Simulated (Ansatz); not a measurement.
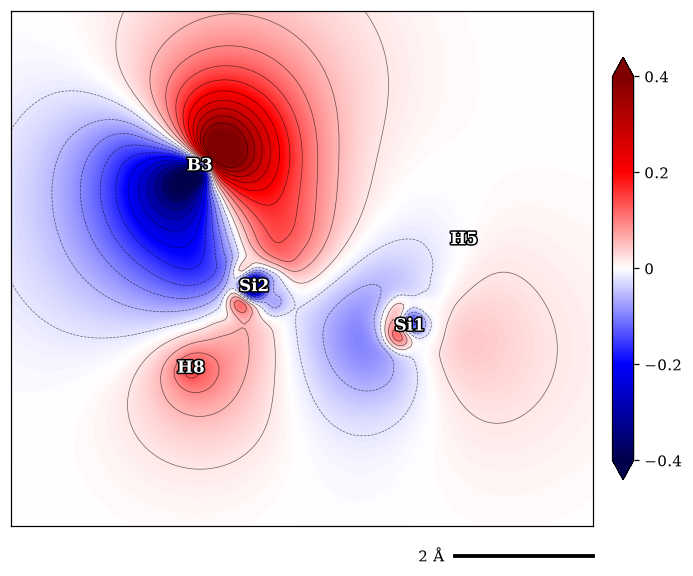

The picture shows: CH7BSi2 (SMILES [SiH3][SiH]1BC1). One frontier orbital on the plane of atoms Si1, Si2 and B3 (values in Å⁻³ᐟ²; the overall sign is arbitrary).

Geometry: PBE0-D4/def2-TZVP.

Computed with RKS PBE0-D4/def2-TZVPP in Ansatz.

Input

```
crystal:
  periodic: [false, false, false]
  atoms:
    - {symbol: Si, position_ang: [-1.262408, 1.468477, -0.103091]}
    - {symbol: Si, position_ang: [0.292823, 0.040206, 0.861229]}
    - {symbol: B, position_ang: [1.837232, -0.757208, 0.055228]}
    - {symbol: C, position_ang: [0.631274, -1.375003, -0.563260]}
    - {symbol: H, position_ang: [-0.962121, 1.559896, -1.557301]}
    - {symbol: H, position_ang: [-1.169030, 2.822851, 0.503648]}
    - {symbol: H, position_ang: [-2.652423, 0.968313, 0.073577]}
    - {symbol: H, position_ang: [-0.021722, -0.309556, 2.276047]}
    - {symbol: H, position_ang: [2.895525, -1.183549, 0.383935]}
    - {symbol: H, position_ang: [-0.017409, -0.839833, -1.258926]}
    - {symbol: H, position_ang: [0.493761, -2.451594, -0.650487]}
basis:
  gaussian: {orbitals: def2-TZVPP}
hamiltonian: {xc: pbe0, dispersion: d4}
output: {orbitals: {seedname: orbitals}}
```

Launched as:

```sh
ansatz run in.yaml --threads 2 --pin off --events-out ev --progress --plain --max-ram 4352MiB
```

Question: Which orbital is it: HOMO or LUMO?

Answer: The LUMO, at −1.66 eV. Its weight (Hirshfeld) is mainly on B3 (about 45 %), Si2 (about 25 %) and C4 (about 10 %).
